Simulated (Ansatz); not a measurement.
**NH2Cl (triplet): the correlation ladder at distance Cl1–H2 along a hydrogen transfer = 1.372 Å, cc-pVTZ**

Aim: climb from Hartree-Fock through coupled cluster and multireference methods for NH2Cl (triplet) at one geometry and basis, and see what each rung misses.

Method: cc-pVTZ, core rule «outside noble gas», up to 6 orbitals frozen; program: Ansatz 0.2.0, Gaussian basis.

The runs, in order: UHF; CCSD(T) on ROHF; CCSD(T) on UHF; BCCD(T) on ROHF; CCSDT(Q) on ROHF; CCSDT(Q) on UHF; CASSCF and NEVPT2, 4 electrons in 4 orbitals; CASSCF and NEVPT2, 14 electrons in 10 orbitals.

## Step 1: The system

The geometry derives from fragments relaxed apart (PBE0/def2-TZVP) and kept rigid, so it is no stationary point. A hydrogen atom is moved between rigid fragments.

4 atoms, charge 0, spin multiplicity 3.

Atoms are counted from 1 here; the program's logs count them from 0.

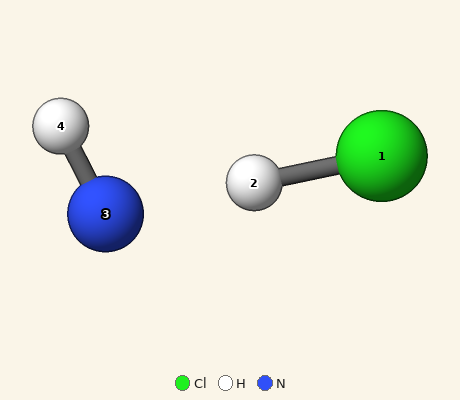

The structure; chlorine green, hydrogen white, nitrogen blue; atoms are numbered from 1 in the order of the file.

As a file:

```
Cl   -1.8968    0.2511    0.0000
H    -0.5248    0.2511    0.0000
N     1.0762    0.2511    0.0000
H     1.3453   -0.7532    0.0000
```

## Step 2: UHF

Input file in.yaml:

```yaml
crystal:
  periodic: [false, false, false]
  atoms:
    - {symbol: Cl, position_ang: [-1.896770, 0.251057, 0.000000]}
    - {symbol: H, position_ang: [-0.524770, 0.251057, 0.000000]}
    - {symbol: N, position_ang: [1.076230, 0.251057, 0.000000]}
    - {symbol: H, position_ang: [1.345311, -0.753170, 0.000000]}
basis:
  gaussian: {orbitals: cc-pVTZ}
magnetization: {spin_polarized: true, initial_magnetization: 2}
hamiltonian: {xc: hf}
output: {orbitals: {seedname: orbitals}}
```

Started as:

```console
> ansatz run in.yaml --threads 1 --pin off --events-out ev --progress --plain --max-ram 4096MiB --backend cpu
```

Further steps of the session: CCSD(T) on ROHF; CCSD(T) on UHF; BCCD(T) on ROHF; CCSDT(Q) on ROHF; CCSDT(Q) on UHF; CASSCF and NEVPT2, 4 electrons in 4 orbitals; CASSCF and NEVPT2, 14 electrons in 10 orbitals.

Q: Predict the results of all the runs planned. Wanted: UCCSDT(Q) below the RHF energy; RMP2 from UCCSDT(Q); UMP2 from UCCSDT(Q); RCCSD from UCCSDT(Q); RCCSD(T) from UCCSDT(Q); UCCSD(T) from UCCSDT(Q); RCCSDT(Q) from UCCSDT(Q); NEVPT2 pair from UCCSDT(Q); NEVPT2 valence from UCCSDT(Q).

As calculated:

```
                         quantity                                value
   UCCSDT(Q) below the RHF energy                          -11.1357 eV
              RMP2 from UCCSDT(Q)                          +1406.1 meV
              UMP2 from UCCSDT(Q)                          +1417.6 meV
             RCCSD from UCCSDT(Q)                           +403.3 meV
          RCCSD(T) from UCCSDT(Q)                            +44.5 meV
          UCCSD(T) from UCCSDT(Q)                            +42.7 meV
         RCCSDT(Q) from UCCSDT(Q)                             +2.5 meV
       NEVPT2 pair from UCCSDT(Q)                          +1415.9 meV
    NEVPT2 valence from UCCSDT(Q)                          +1998.9 meV
levels within 1 kcal/mol (43 meV)  UCCSD(T), RCCSDT, UCCSDT, RCCSDT(Q)
                    T1 diagnostic                                0.018
   effectively unpaired electrons                                 2.01
```

RCCSD(T) misses by +44.5 meV, 0.4 % of the correlation energy. One determinant dominates. Of the multireference levels listed NEVPT2 pair comes nearest in total energy (+1415.9 meV), which doesn't show that its space is the better one. These misses are within one basis, not against nature; the frozen cores of restricted and unrestricted runs differ, which can shift their rows.
